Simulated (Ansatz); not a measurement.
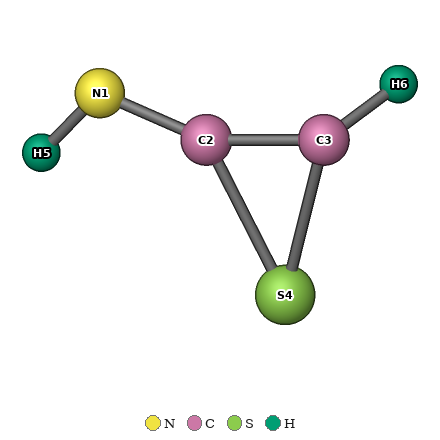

The system is C₂H₂NS, charge −1; the picture shows the reference structure. Coordinates scanned: (1) bond length N1–H5; (2) angle H5–N1–C2. Nothing is relaxed (all other coordinates rigid). Grid: 15 × 15 points. Points are written as (first, second). All energies are given in kcal/mol relative to the relaxed molecule at the same level. All numbers below come from RKS SPW92 (LDA)/def2-SVPD in Ansatz.

Its coordinates:

```yaml
atoms:
  - { symbol: N, position_ang: [-0.1989, 1.2269, -0.8447] }
  - { symbol: C, position_ang: [-0.0285, 0.2690, -0.0207] }
  - { symbol: C, position_ang: [0.5971, -0.3738, 0.9932] }
  - { symbol: S, position_ang: [-0.9371, -1.3576, 0.4223] }
  - { symbol: H, position_ang: [-1.0204, 1.0872, -1.4419] }
  - { symbol: H, position_ang: [1.5878, -0.8518, 0.8919] }
```

Range: bond length N1–H5 from 0.882 to 1.435 Å; angle H5–N1–C2 from 67.4 to 157.4°.

Question: What will the energy surface look like?

Answer: The lowest grid point is at (1.040 Å, 112.4°), 0.10 kcal/mol from the relaxed molecule at the same level. No other kind of well shows on this grid. The highest grid point, (1.435 Å, 157.4°), lies 61.4 kcal/mol above the lowest. Round the minimum the two coordinates are weakly coupled (coupling 0.12 in units of the two stiffnesses).

```tsv
angle H5–N1–C2 ↓, bond length N1–H5 →	0.882	0.921	0.961	1.000	1.040	1.079	1.119	1.158	1.198	1.238	1.277	1.317	1.356	1.396	1.435
157.4	25.5	19.2	15.7	14.6	15.4	17.5	20.8	24.8	29.5	34.6	39.9	45.4	50.8	56.3	61.5
151.0	23.1	16.7	13.1	11.9	12.6	14.5	17.7	21.5	26.0	30.9	36.0	41.3	46.5	51.7	56.7
144.6	20.7	14.1	10.4	9.1	9.6	11.5	14.4	18.1	22.4	27.1	32.0	37.1	42.1	47.1	52.0
138.1	18.3	11.6	7.8	6.4	6.7	8.4	11.2	14.7	18.8	23.4	28.1	33.0	37.9	42.8	47.5
131.7	16.2	9.5	5.5	3.9	4.1	5.7	8.3	11.7	15.7	20.1	24.6	29.4	34.2	39.0	43.6
125.3	14.7	7.8	3.7	2.0	2.1	3.5	6.0	9.2	13.1	17.4	21.8	26.5	31.1	35.8	40.4
118.8	13.8	6.8	2.6	0.7	0.6	1.9	4.3	7.4	11.1	15.3	19.6	24.2	28.8	33.4	37.9
112.4	13.8	6.7	2.3	0.3	0.1	1.2	3.5	6.5	10.1	14.1	18.4	22.9	27.4	32.0	36.4
106.0	15.0	7.6	3.1	1.0	0.6	1.6	3.7	6.5	10.0	14.0	18.1	22.5	27.0	31.5	35.9
99.6	17.4	9.9	5.2	2.9	2.3	3.1	5.0	7.7	11.1	14.9	19.0	23.3	27.6	32.1	36.5
93.1	21.4	13.7	8.8	6.2	5.4	6.0	7.8	10.3	13.5	17.1	21.0	25.2	29.5	33.9	38.2
86.7	27.0	19.1	13.9	11.1	10.0	10.4	11.9	14.2	17.2	20.6	24.3	28.4	32.4	36.7	40.9
80.3	34.6	26.3	20.8	17.7	16.3	16.4	17.5	19.5	22.2	25.3	28.8	32.5	36.4	40.4	44.4
73.8	44.4	35.8	29.8	26.3	24.5	24.1	24.8	26.3	28.5	31.3	34.3	37.6	41.1	44.7	48.3
67.4	56.8	47.7	41.2	37.0	34.6	33.6	33.6	34.5	36.0	38.1	40.5	43.2	46.0	48.9	51.9
```

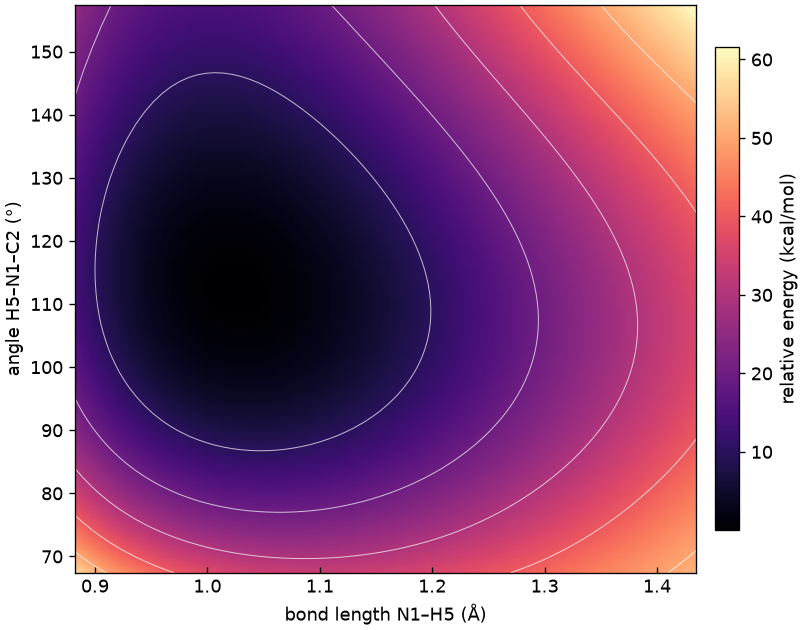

Drawn: a smooth colour map with a few white contour lines. Between grid points the surface is interpolated.

Each point was launched as `ansatz run input.yaml --threads 1 --pin off --max-ram 2560MiB --backend cpu --events-out ev --progress --plain --runs-dir out`. The whole map (225 points run) took 6.7 min on 1 thread of Arm Neoverse V2 (shared host).
